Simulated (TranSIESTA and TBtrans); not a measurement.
Device: In chain bridged by a linear C4 unit along the axis. Leads: straight In chain, spacing 2.9 Å. Geometry: 6 atoms about the centre moved by SIESTA (PBE, DZP) to a largest force of 0.02 eV/Å, all others as built, motion along the axis alone.

Method: TranSIESTA and TBtrans, PBE, DZP numerical orbitals (energy shift 0.15 eV), PseudoDojo norm-conserving scalar-relativistic potentials, mesh cutoff 200 Ry, 300 K, no spin polarisation, no spin-orbit coupling; self-consistent non-equilibrium Green functions.

Energies count from the leads' Fermi level. Transmissions are for one spin of a degenerate pair. The energy step is 0.01 eV; narrower resonances are cut or missed.

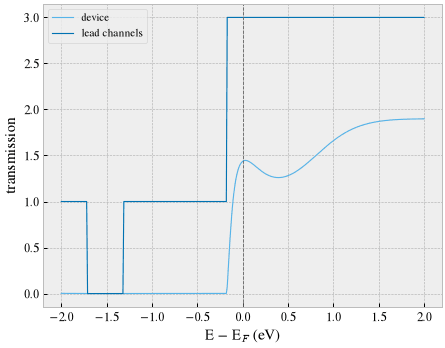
*Transmission against energy*

```csv
E (eV),T,lead channels
-2.00,0.0021,1
-1.80,0.0017,1
-1.60,0,0
-1.40,0,0
-1.20,0.00062,1
-1.00,0.0010,1
-0.80,0.0012,1
-0.60,0.0013,1
-0.40,0.0013,1
-0.20,0.0014,1
0.00,1.44,3
0.20,1.34,3
0.40,1.26,3
0.60,1.33,3
0.80,1.49,3
1.00,1.66,3
1.20,1.78,3
1.40,1.85,3
1.60,1.88,3
1.80,1.89,3
2.00,1.90,3
```

The straight chain is held at its spacing; free chains may zigzag or dimerise. No spin-polarised start was tried, so a magnetic state, if there is one, is missed.
